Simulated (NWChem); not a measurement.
**MP2/6-311G(d,p) run of C2H2S (ethynethiol)**

Aim: the vertical ionisation energy of C2H2S (ethynethiol) at MP2/6-311G**, from 2 runs. 

The calculation is run with NWChem 7.3.0.

### Step 1. The structure to begin with

The species is C2H2S (5 atoms), meant as a singlet with charge 0. SMILES: `C#CS`. The coordinates come from a PBE0-D4/def2-TZVP relaxation.

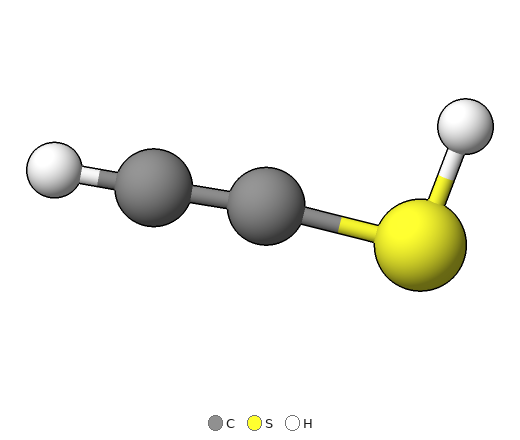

Viewed from a chosen angle; carbon grey, sulfur yellow, hydrogen white.

### Step 2. A single-point energy at MP2/6-311G(d,p)

test.nw

```
start test
title "C2H2S energy"
memory total 2200 mb
charge 0

geometry units angstroms noautosym nocenter noautoz
  C       -1.196800      -0.342000       0.001900
  C        0.000700      -0.223700       0.026100
  S        1.678900      -0.197600       0.083400
  H       -2.256800      -0.433400      -0.021800
  H        1.823900       1.123100      -0.131000
end

basis spherical bse
  * library 6-311G**
end

scf
  nopen 0
  rhf
  thresh 1e-08
  maxiter 80
  noprint "final vectors analysis"
end

mp2
  freeze core 7
  tight
end

task mp2
```

Command:

```bash
$ nwchem test.nw > test.out
```

Standard output:

```text
[...]
  functions       =    74
[...]
  wavefunction    = RHF
[...]
         Total SCF energy =   -474.373020905131
      One-electron energy =   -809.209509816748
      Two-electron energy =    255.837101613584
 Nuclear repulsion energy =     78.999387298033
        Time for solution =     10.9s
[...]
          Total MP2 energy          -474.773302392934
[...]
```

It took 14 s on 1 thread of Intel Xeon Platinum 8259CL at 2.50GHz (Skylake/Cascade Lake), shared host; peak memory 0.15 GiB.

### Step 3. The doublet cation, same level

geom.nw

```
echo
START geom
TITLE "C2H2S energy"
memory 2200 mb
charge 1

GEOMETRY noautosym nocenter noautoz
C    -1.196800   -0.342000    0.001900
C     0.000700   -0.223700    0.026100
S     1.678900   -0.197600    0.083400
H    -2.256800   -0.433400   -0.021800
H     1.823900    1.123100   -0.131000
END

BASIS spherical bse
* library 6-311G**
END

SCF
doublet
uhf
thresh 1e-08
maxiter 80
noprint "final vectors analysis"
END

MP2
freeze core 7
tight
END

TASK mp2
```

Command:

```bash
$ nwchem geom.nw > geom.out
```

Standard output:

```text
[...]
  functions       =    74
[...]
  wavefunction    = UHF
[...]
         Total SCF energy =   -474.064467269537
      One electron energy =   -800.683483559390
      Two electron energy =    247.619628991820
 Nuclear repulsion energy =     78.999387298033
                       Sz =      0.5000
                 Sz(Sz+1) =      0.7500
                      S^2 =      0.8998
[...]
          Total MP2 energy          -474.425400690457
[...]
```

It took 31 s on 1 thread of Intel Xeon Platinum 8259CL at 2.50GHz (Skylake/Cascade Lake), shared host; peak memory 0.15 GiB.

### Step 4. Summary of results

Level: MP2/6-311G**, 7 core orbitals frozen.

| quantity | value |
| --- | --- |
| singlet C2H2S: total energy | -474.77330 Eh |
| singlet C2H2S: correlation energy (7 core orbitals frozen) | -400.3 mEh |
| doublet cation: total energy | -474.42540 Eh |
| doublet cation: correlation energy (7 core orbitals frozen) | -360.9 mEh |
| doublet cation: ⟨S²⟩ of the reference determinant | 0.900 |
| vertical ionisation energy (to the doublet cation) | 9.467 eV |

Removing an electron at fixed nuclei costs 9.47 eV (913 kJ/mol). Mulliken charges (singlet C2H2S) run from -0.20 on C2 to +0.13 on H4. ⟨S²⟩ (doublet cation) is 0.90 where a pure doublet has 0.75: the reference is spin-contaminated.
